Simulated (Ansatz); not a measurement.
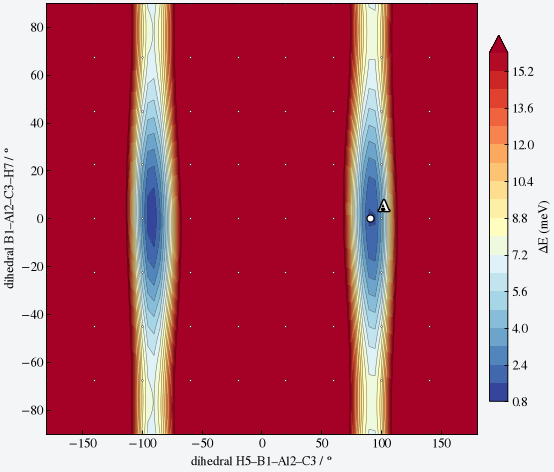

CH5AlBF, SMILES [BH2][Al]([CH3])[F]. The first coordinate is: dihedral H5–B1–Al2–C3; the second: dihedral B1–Al2–C3–H7. Nothing is relaxed (all other coordinates rigid). Grid: 9 × 9 points. Points are written as (first, second). Energies are in meV, from the relaxed molecule at the same level. These are results of RKS B3LYP-D4/def2-TZVP in Ansatz 0.2.0, not measurements.

The picture shows filled contours, dots at the grid points, one colour for all values above the top of the scale, the well A. Between grid points the surface is interpolated.

Q: Where is the minimum, and how stiff is the well along each coordinate? Take the well at A.

A: The interpolated minimum is at dihedral H5–B1–Al2–C3 ≈ 91°, dihedral B1–Al2–C3–H7 ≈ 0.1°. The curvatures there are about 0.2 eV/rad² and 0.021 eV/rad², with a cross term of about 0.004 eV/rad². Round the minimum the two coordinates are weakly coupled (coupling 0.07 in units of the two stiffnesses).
